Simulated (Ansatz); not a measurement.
# BH5NSi with multiplicity 2: shift of H6 from N2 to Si3, part 2 of 2

Aim: the minimum-energy path and barrier of the shift of H6 from N2 to Si3. The ends are relaxed first, then joined by a nudged elastic band. SMILES of the start: BN[SiH2].

Ansatz 0.2.0; UKS BHLYP/def2-SVP. The steps go on from the part before.

### 7 The band again, with other settings

crystal.atoms is end A as relaxed above, and neb.final_atoms is end B, turned to lie on A. With 5 inner images the band has 7 in all. The start path is listed, through a guess of the saddle.

Input file input.yaml:

```yaml
crystal:
  periodic: [false, false, false]
  atoms:
    - { symbol: B, position_ang: [-0.462805, 1.048189, -0.718158] }
    - { symbol: "N", position_ang: [-0.280796, 0.252869, 0.420191] }
    - { symbol: Si, position_ang: [0.259262, -1.413229, 0.47916] }
    - { symbol: H, position_ang: [-0.18517, 0.601405, -1.797504] }
    - { symbol: H, position_ang: [-0.893771, 2.1627, -0.603646] }
    - { symbol: H, position_ang: [-0.549223, 0.664753, 1.301989] }
    - { symbol: H, position_ang: [1.004086, -1.710143, -0.76556] }
    - { symbol: H, position_ang: [1.108417, -1.606554, 1.683539] }
magnetization:
  spin_polarized: true
  initial_magnetization: 1
basis:
  gaussian: { orbitals: def2-SVP }
hamiltonian:
  xc: { name: BHLYP }
neb:
  order_check: false
  images: 5
  f_tol: 0.03
  max_iterations: 60
  spring: { min: 2.0, max: 10.0 }
  final_atoms:
    - { symbol: B, position_ang: [-0.33282016, 1.34648928, -1.04514308] }
    - { symbol: "N", position_ang: [-0.07240432, 0.32114891, -0.20930147] }
    - { symbol: Si, position_ang: [0.25716915, -1.0231892, 0.81667016] }
    - { symbol: H, position_ang: [-0.32226613, 1.16581439, -2.23884736] }
    - { symbol: H, position_ang: [-0.57581678, 2.44134985, -0.59850071] }
    - { symbol: H, position_ang: [-0.85395266, -1.22394392, 1.77159594] }
    - { symbol: H, position_ang: [0.38462573, -2.2079844, -0.06231685] }
    - { symbol: H, position_ang: [1.51546518, -0.81969492, 1.56585438] }
  initial_path:
    images:
      - { positions_ang: [[-0.462805, 1.048189, -0.718158], [-0.280796, 0.252869, 0.420191], [0.259262, -1.413229, 0.47916], [-0.18517, 0.601405, -1.797504], [-0.893771, 2.1627, -0.603646], [-0.549223, 0.664753, 1.301989], [1.004086, -1.710143, -0.76556], [1.108417, -1.606554, 1.683539]] }
      - { positions_ang: [[-0.43169662, 1.09651649, -0.76173739], [-0.21974242, 0.3326934, 0.3889418], [0.27204803, -1.33709023, 0.5122444], [-0.23051794, 0.60710194, -1.82131949], [-0.80707123, 2.2201616, -0.66747982], [-0.6461044, 0.31134061, 1.40097278], [0.90381648, -1.74517909, -0.73224867], [1.1592681, -1.48555471, 1.68063739]] }
      - { positions_ang: [[-0.40058823, 1.14484397, -0.80531678], [-0.15868883, 0.41251781, 0.3576926], [0.28483405, -1.26095147, 0.5453288], [-0.27586588, 0.61279888, -1.84513498], [-0.72037146, 2.2776232, -0.73131363], [-0.7429858, -0.04207178, 1.49995656], [0.80354696, -1.78021519, -0.69893734], [1.2101192, -1.36455542, 1.67773578]] }
      - { positions_ang: [[-0.36947985, 1.19317146, -0.84889617], [-0.09763525, 0.49234221, 0.32644341], [0.29762008, -1.1848127, 0.57841319], [-0.32121382, 0.61849583, -1.86895047], [-0.63367169, 2.33508479, -0.79514745], [-0.8398672, -0.39548417, 1.59894034], [0.70327744, -1.81525128, -0.66562601], [1.2609703, -1.24355613, 1.67483416]] }
      - { positions_ang: [[-0.35725996, 1.2442774, -0.91431181], [-0.08922494, 0.43527778, 0.14786178], [0.28413644, -1.1309382, 0.65783218], [-0.32156459, 0.80093535, -1.99224944], [-0.61438672, 2.37050648, -0.72959854], [-0.84456235, -0.67163742, 1.65649221], [0.5970602, -1.94616232, -0.46452295], [1.34580192, -1.10226906, 1.63850757]] }
      - { positions_ang: [[-0.34504006, 1.29538334, -0.97972745], [-0.08081463, 0.37821334, -0.03071984], [0.2706528, -1.0770637, 0.73725117], [-0.32191536, 0.98337487, -2.1155484], [-0.59510175, 2.40592817, -0.66404963], [-0.8492575, -0.94779067, 1.71404407], [0.49084296, -2.07707336, -0.2634199], [1.43063355, -0.96098199, 1.60218098]] }
      - { positions_ang: [[-0.33282016, 1.34648928, -1.04514308], [-0.07240432, 0.32114891, -0.20930147], [0.25716915, -1.0231892, 0.81667016], [-0.32226613, 1.16581439, -2.23884736], [-0.57581678, 2.44134985, -0.59850071], [-0.85395266, -1.22394392, 1.77159594], [0.38462573, -2.2079844, -0.06231685], [1.51546518, -0.81969492, 1.56585438]] }
```

On the command line:

```
> ansatz run input.yaml --threads 2 --pin off --max-ram 3072MiB --backend cpu --events-out ev --progress --plain --runs-dir out
```

Output (excerpt; [...] marks lines left out):

```text
Warning: RAYON_NUM_THREADS=2 ignored (pool sized by the plan → 2); use --threads N
[...]
Functional definition: BHLYP
[...]
772 factors; integrals over basis functions are off by at most 3.7e-4 eV
[...]
mean field -10119.77967068 eV, -371.8950434646 hartree, gradient 3.9e-5 eV, S^2 0.751691; 0 other end points of the search recorded, 0 dependent functions left out
[...]
reference -10119.77983582 eV, -371.8950495334 hartree; 16, 15 occupied and 55, 56 virtual orbitals, 772 factors
[...]
Atom 4 at    -1.244926     2.005457    -0.527502 Å, force    -0.000162    -0.001807    -0.000370 eV/Å
Atom 5 at    -0.815046    -0.145833     0.959886 Å, force     0.002703     0.002960    -0.004032 eV/Å
Atom 6 at     0.108294    -2.518648     0.102190 Å, force    -0.000233     0.000554    -0.000658 eV/Å
Atom 7 at     1.597491    -1.188100     1.532048 Å, force    -0.000318    -0.000231     0.000271 eV/Å
Dipole moment:     0.057722    -0.312372     0.230314 e Å
this run last wrote the band of iteration 21 to <dir>
```

It took 2.7 min on 2 threads of Intel Xeon Platinum 8488C (Sapphire Rapids), shared host; peak memory 0.19 GiB.

### 8 Images and barrier

Images 0 and 6 are the ends. Energies count from image 0; the path length is the program's own measure over all atoms.

```tsv
image	path (Å)	energy (eV)	H6–N2 (Å)	H6–Si3 (Å)	band force (eV/Å)
0	0.000	0.0000	1.01	2.38	-
1	1.988	0.2259	1.01	2.28	0.027
2	2.869	1.0994	1.05	1.86	0.012
3*	3.266	2.4312	1.41	1.59	0.010
4	3.625	1.5237	1.84	1.50	0.013
5	4.197	0.6029	2.38	1.48	0.005
6	5.648	0.4885	2.63	1.48	-
```

The star marks the climbing image.

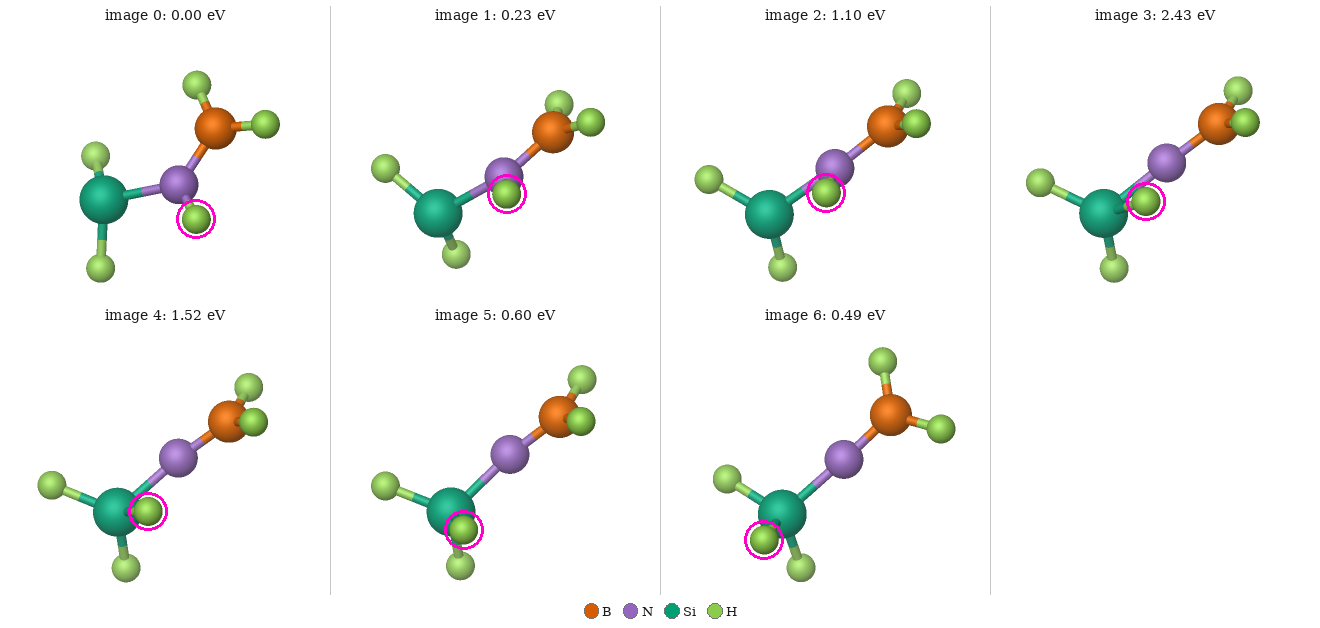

The images of the last band, seen from a free direction. Ringed: H6. Sticks join atoms closer than a bonding distance in each image.

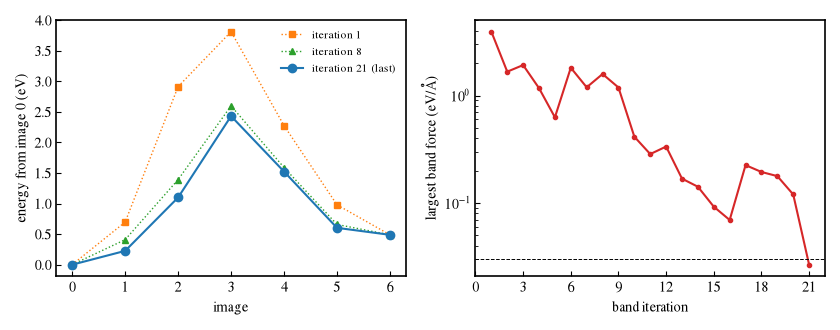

Left: energy of each image for early iterations and the last one (lines only join the points; early values far above the last band run off the scale). Right: the largest band force by iteration, with the threshold dashed.

### 9 A trajectory let go at the top

It starts at the highest inner image of the first converged band: 200 steps of 0.5 fs at constant energy, with velocities drawn for 300 K.

Input file input.yaml:

```yaml
crystal:
  periodic: [false, false, false]
  atoms:
    - { symbol: B, position_ang: [-0.314402, 1.30904, -0.853387] }
    - { symbol: "N", position_ang: [0.013049, 0.175888, -0.146154] }
    - { symbol: Si, position_ang: [0.328567, -1.22159, 0.760279] }
    - { symbol: H, position_ang: [0.361346, 1.606043, -1.806412] }
    - { symbol: H, position_ang: [-1.250784, 1.995671, -0.538143] }
    - { symbol: H, position_ang: [-0.81132, -0.138223, 0.958703] }
    - { symbol: H, position_ang: [0.096693, -2.509614, 0.075489] }
    - { symbol: H, position_ang: [1.576851, -1.217225, 1.549637] }
magnetization:
  spin_polarized: true
  initial_magnetization: 1
basis:
  gaussian: { orbitals: def2-SVP }
hamiltonian:
  xc: { name: BHLYP }
md:
  timestep: 0.5
  n_steps: 200
  ensemble: nve
  temperature: 300.0
  initial_velocities: maxwell_boltzmann
  seed: 5325
```

On the command line:

```
> ansatz run input.yaml --threads 2 --pin off --max-ram 3072MiB --backend cpu --events-out ev --progress --plain --runs-dir out
```

Output (excerpt; [...] marks lines left out):

```text
Warning: RAYON_NUM_THREADS=2 ignored (pool sized by the plan → 2); use --threads N
[...]
[... 1 set-up line as earlier in the session ...]
[...]
770 factors; integrals over basis functions are off by at most 2.8e-4 eV
[...]
mean field -10117.34853159 eV, -371.8057007507 hartree, gradient 5.8e-5 eV, S^2 0.771308; 0 other end points of the search recorded, 0 dependent functions left out
[...]
reference -10117.34870324 eV, -371.8057070587 hartree; 16, 15 occupied and 55, 56 virtual orbitals, 770 factors
[...]
md step    96: t =    48.00 fs  T =  2309.3 K  F+E_penalty+E_count = -10118.90745882 eV  E_kin = 1.791011 eV  conserved = -10117.11644771 eV  (37 SCF iters)
md step    97: t =    48.50 fs  T =  2363.1 K  F+E_penalty+E_count = -10118.94933660 eV  E_kin = 1.832741 eV  conserved = -10117.11659579 eV  (37 SCF iters)
md step    98: t =    49.00 fs  T =  2402.3 K  F+E_penalty+E_count = -10118.97994872 eV  E_kin = 1.863144 eV  conserved = -10117.11680444 eV  (37 SCF iters)
```

### 10 The output, continued: dynamics from the highest image of the converged band

Output, continued (excerpt; [...] marks lines left out):

```text
md step    99: t =    49.50 fs  T =  2423.3 K  F+E_penalty+E_count = -10118.99640970 eV  E_kin = 1.879384 eV  conserved = -10117.11702608 eV  (35 SCF iters)
[...]
md step   124: t =    62.00 fs  T =   463.7 K  F+E_penalty+E_count = -10117.47411956 eV  E_kin = 0.359610 eV  conserved = -10117.11450942 eV  (34 SCF iters)
[...]
Atom 4 at    -0.603758     2.302173    -0.444931 Å, force    -0.101569     0.092565    -0.149857 eV/Å
Atom 5 at    -1.085655    -1.654328     1.422377 Å, force     1.846887     0.804070    -0.532202 eV/Å
Atom 6 at     0.404968    -2.444812    -0.202884 Å, force     0.459983     1.609777     0.418231 eV/Å
Atom 7 at     1.268143    -1.464617     1.843016 Å, force     0.820721     0.925039    -0.016138 eV/Å
Dipole moment:     0.289256     0.034482     0.027276 e Å
```

It took 5.4 min on 2 threads of Intel Xeon Platinum 8488C (Sapphire Rapids), shared host; peak memory 0.19 GiB.

### 11 What the atoms did

The trajectory, every 15 steps (energies from step 0):

```tsv
time (fs)	T (K)	potential energy change (meV/atom)	total energy change (meV/atom)	H6–N2 (Å)	H6–Si3 (Å)
0.0	300	0.0	0.00	1.41	1.59
7.5	158	13.8	0.05	1.46	1.61
15.0	1104	-78.0	0.03	1.78	1.51
22.5	2057	-170.4	-0.07	2.85	1.73
30.0	1350	-101.9	-0.12	3.11	1.50
37.5	676	-36.5	-0.01	3.14	1.53
45.0	1759	-141.5	-0.07	2.92	1.53
52.5	2059	-170.6	-0.10	2.31	1.53
60.0	637	-32.6	0.00	2.02	1.50
67.5	1467	-113.2	-0.11	2.48	1.55
75.0	2277	-191.9	-0.21	2.85	1.50
82.5	775	-45.9	0.05	3.00	1.51
90.0	1454	-112.0	-0.12	2.93	1.47
97.5	1907	-155.9	-0.11	2.70	1.57
100.0	1536	-119.8	0.01	2.60	1.66
```

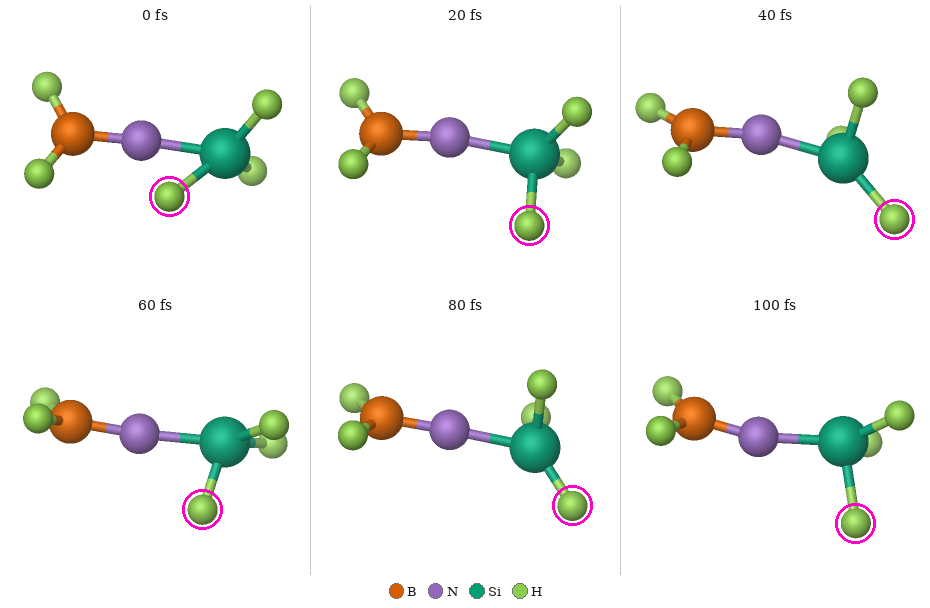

The system at six times, viewed from a chosen angle. Sticks join atoms within a bonding distance in each frame.

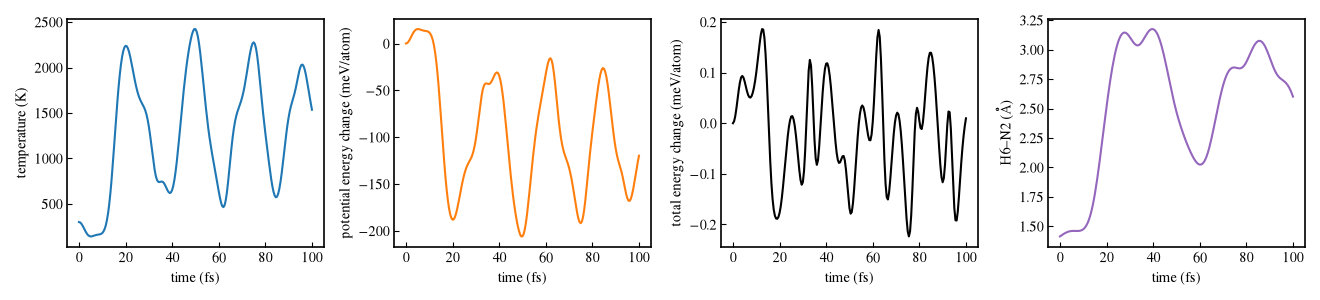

Traces against time; each panel has its own scale.

The last frame stands with the bonds of end B.

### 12 Dynamics from the top

It starts at the highest inner image of the first converged band: 200 steps of 0.5 fs at constant energy, with velocities drawn for 100 K.

Changes to input.yaml since step 9:

```diff
@@ -22,4 +22,4 @@
   ensemble: nve
-  temperature: 300.0
+  temperature: 100.0
   initial_velocities: maxwell_boltzmann
-  seed: 5325
+  seed: 5326
```

On the command line:

```
> ansatz run input.yaml --threads 2 --pin off --max-ram 3072MiB --backend cpu --events-out ev --progress --plain --runs-dir out
```

Output (excerpt; [...] marks lines left out):

```text
Warning: RAYON_NUM_THREADS=2 ignored (pool sized by the plan → 2); use --threads N
[...]
[... 1 set-up line as earlier in the session ...]
[...]
770 factors; integrals over basis functions are off by at most 2.8e-4 eV
[...]
mean field -10117.34853159 eV, -371.8057007507 hartree, gradient 5.8e-5 eV, S^2 0.771308; 0 other end points of the search recorded, 0 dependent functions left out
[...]
reference -10117.34870324 eV, -371.8057070587 hartree; 16, 15 occupied and 55, 56 virtual orbitals, 770 factors
[...]
md step    96: t =    48.00 fs  T =  1759.1 K  F+E_penalty+E_count = -10118.63579310 eV  E_kin = 1.364291 eV  conserved = -10117.27150185 eV  (38 SCF iters)
md step    97: t =    48.50 fs  T =  1671.2 K  F+E_penalty+E_count = -10118.56754365 eV  E_kin = 1.296138 eV  conserved = -10117.27140606 eV  (39 SCF iters)
md step    98: t =    49.00 fs  T =  1579.2 K  F+E_penalty+E_count = -10118.49608145 eV  E_kin = 1.224755 eV  conserved = -10117.27132680 eV  (38 SCF iters)
```

### 13 More of the same log: dynamics from the highest image of the converged band

Output, continued (excerpt; [...] marks lines left out):

```text
md step    99: t =    49.50 fs  T =  1484.5 K  F+E_penalty+E_count = -10118.42259689 eV  E_kin = 1.151331 eV  conserved = -10117.27126571 eV  (32 SCF iters)
[...]
md step   124: t =    62.00 fs  T =  1134.6 K  F+E_penalty+E_count = -10118.15115789 eV  E_kin = 0.879949 eV  conserved = -10117.27120850 eV  (32 SCF iters)
[...]
Atom 4 at    -0.899225     2.337120    -0.720321 Å, force    -0.051535    -0.389083     0.293328 eV/Å
Atom 5 at    -0.982600    -1.113222     1.584459 Å, force     1.168010    -0.295760    -0.221946 eV/Å
Atom 6 at     0.052562    -2.487240     0.174981 Å, force     0.543084    -0.939312    -1.073714 eV/Å
Atom 7 at     1.388935    -1.172219     1.832985 Å, force     0.209453     0.032841    -0.983056 eV/Å
Dipole moment:     0.270494    -0.216202    -0.024113 e Å
```

Wall time 4.9 min (2 threads of Intel Xeon Platinum 8488C (Sapphire Rapids), shared host); peak memory 0.18 GiB.

### 14 Frames and traces

One step in 11; energies are changes from step 0:

```tsv
time (fs)	T (K)	potential energy change (meV/atom)	total energy change (meV/atom)	H6–N2 (Å)	H6–Si3 (Å)
0.0	100	0.0	0.00	1.41	1.59
5.5	173	-6.9	0.10	1.51	1.56
11.0	1606	-146.1	-0.12	2.01	1.56
16.5	2053	-189.4	-0.11	2.80	1.67
22.0	1301	-116.5	-0.05	3.17	1.63
27.5	606	-49.0	0.07	3.08	1.40
33.0	821	-70.0	-0.06	3.17	1.54
38.5	1312	-117.5	0.00	3.00	1.60
44.0	2133	-197.2	-0.11	2.41	1.44
49.5	1485	-134.3	-0.04	2.06	1.57
55.0	595	-48.0	0.04	2.00	1.56
60.5	857	-73.3	0.02	2.21	1.47
66.0	1768	-161.8	-0.07	2.60	1.57
71.5	1948	-179.3	-0.17	2.75	1.48
77.0	891	-76.7	-0.01	2.88	1.45
82.5	832	-70.9	-0.01	3.04	1.54
88.0	1389	-125.0	-0.03	2.89	1.42
93.5	1637	-149.1	-0.07	2.74	1.56
99.0	1411	-127.1	-0.04	2.39	1.62
100.0	1374	-123.5	-0.06	2.30	1.60
```

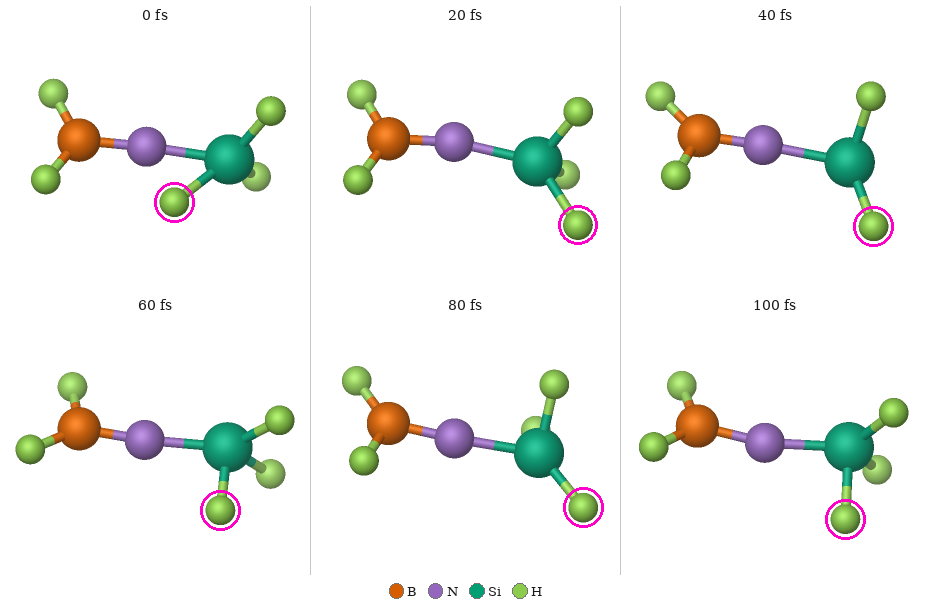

The system at six times, viewed from a chosen angle. Sticks join atoms within a bonding distance in each frame.

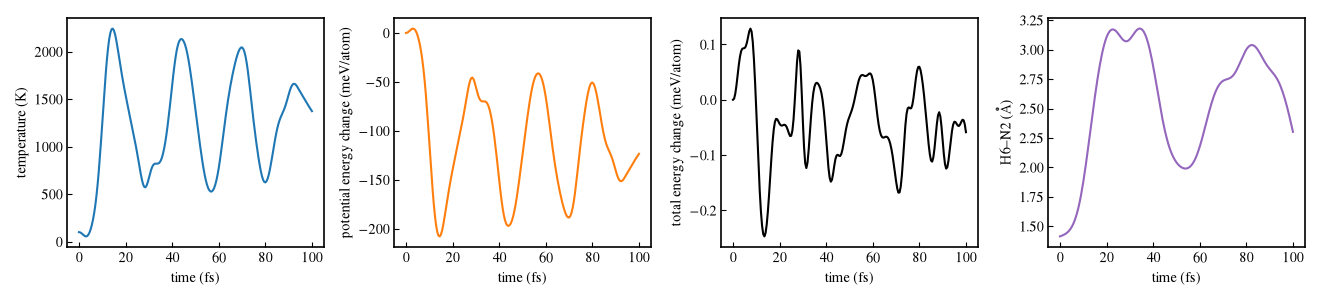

Traces against time; each panel has its own scale.

The last frame stands with the bonds of end B.

### 15 Outcome

What follows sums up all 2 parts.

```
                                quantity                                                      value
                                   end A                                    6 moves, 0.058 eV lower
                                   end B                                    9 moves, 1.146 eV lower
            first band: barrier forwards                                                   2.431 eV
           first band: barrier backwards                                                   1.943 eV
first band: second end relative to first                                                  +0.488 eV
               first band: highest image                                      3 of 0 to 6, climbing
             first band: band iterations                                                         22
              imaginary modes at the top                                                 2064i cm⁻¹
                             second band  top 2.431 eV above image 0, 21 iterations, 5 inner images
             time, first and second band                                        2.9 min and 2.7 min
       trajectory at 300 K, after 100 fs                         with the bonds of end B, at 1536 K
       trajectory at 100 K, after 100 fs                         with the bonds of end B, at 1374 K
```

**Reading.** In the first band: the top lies 2.43 eV above the first end, or 94 kT at room temperature, which at an assumed attempt frequency of 10^13 s⁻¹ means a rate near 10^-28 s⁻¹. Going back costs 1.94 eV, since the second end is 0.49 eV above the first. By distance, end A alone has N2–H6 and end B alone has Si3–H6. One imaginary mode, as a first-order saddle point has. The second band's top agrees with the first's to 1 meV, so the changed settings hardly move the height. Zero-point energy and entropy are left out. Tunnelling, which matters where hydrogen moves, is missing too.
